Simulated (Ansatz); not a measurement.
```csv
atom,x (Å),y (Å),z (Å)
Sn,0.2734,-0.2172,-0.8469
F,-1.0470,-1.0953,0.4383
F,0.7735,1.3125,0.4086
```

Geometry: B3LYP-D4/def2-TZVPD; core potentials replace the inner electrons of Sn; the highest occupied orbital lies above zero, a sign that basis and functional describe the outermost electron poorly.

All numbers below come from Ansatz, UKS PBE0-D4/def2-TZVPD.

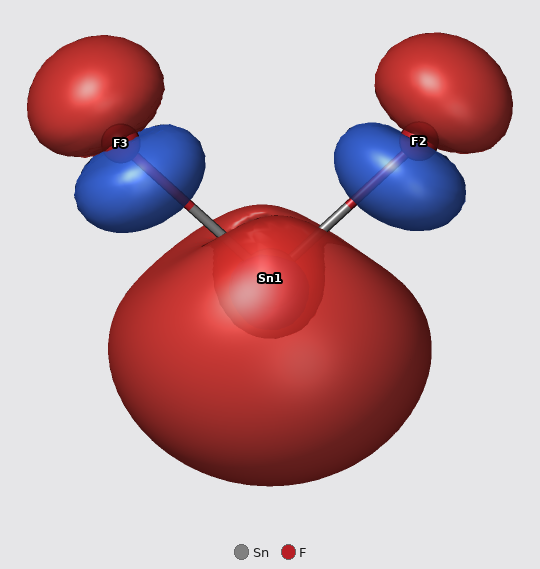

F2Sn (charge −1, doublet). The HOMO (β) at ±0.1 Å⁻³ᐟ² (blue and red are the two phases), seen at a tilt.

**Where does this orbital lie, and at what energy?**

It lies mainly on Sn1 (about 65 %), F2 (about 15 %) and F3 (about 15 %); it is symmetric in the molecular plane (an in-plane orbital: σ, lone-pair or in-plane π type). Its energy is −2.80 eV.
